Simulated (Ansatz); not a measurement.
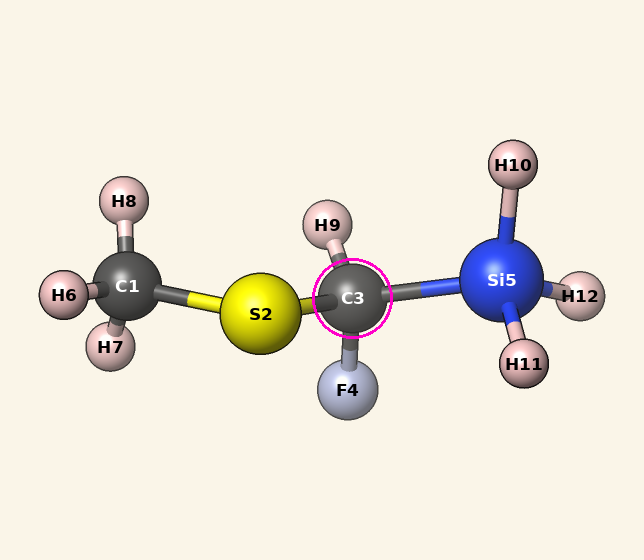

Atoms fade into the background with distance from the viewer. Circles mark the stereogenic atoms. The computed structure is the end point of a PBE0-D4/def2-TZVP optimisation. No frequency run is at hand to confirm it as a minimum.

Q: What are the Cahn–Ingold–Prelog descriptors?

A: C3: R (priorities S2 > Si5 > F4 > H9).

Q: Write the isomeric SMILES.

A: CS[C@H](F)[SiH3]
